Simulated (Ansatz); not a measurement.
```xyz
15

C    -0.9791    2.0614    0.1788
O    -1.0634    0.6952    0.5234
Si   -0.4709   -0.5175   -0.3833
O    -0.9950   -1.9030    0.2974
O    -0.9790   -0.2626   -1.9113
O     1.1518   -0.6019   -0.4446
C     1.9708   -0.9787    0.6414
H    -1.5611    2.6311    0.9049
H     0.0574    2.4129    0.2089
H    -1.3825    2.2435   -0.8213
H    -1.8776   -1.8950    0.6693
H    -0.4921   -0.7041   -2.6080
H     1.9410   -0.2277    1.4376
H     2.9969   -1.0620    0.2799
H     1.6609   -1.9421    1.0561
```

Geometry: PBE0-D4/def2-TZVP.

Theory: RKS PBE0-D4/def2-TZVPP (Ansatz).

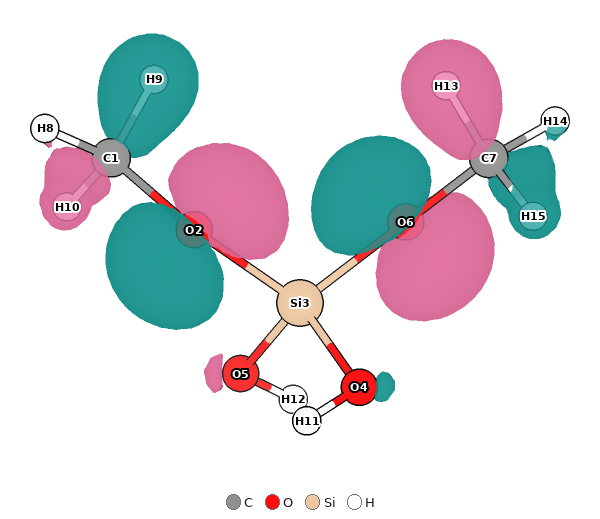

C₂H₈O₄Si (SMILES CO[Si](O)(O)OC). The HOMO at ±0.15 Å⁻³ᐟ² (teal and pink are the two phases), seen across its widest extent.

Question: What is the character of this orbital?

Answer: Its weight (Hirshfeld) is mainly on O2 (about 30 %), O6 (about 30 %), C1 (about 5 %) and C7 (about 5 %). Its energy is −8.16 eV.
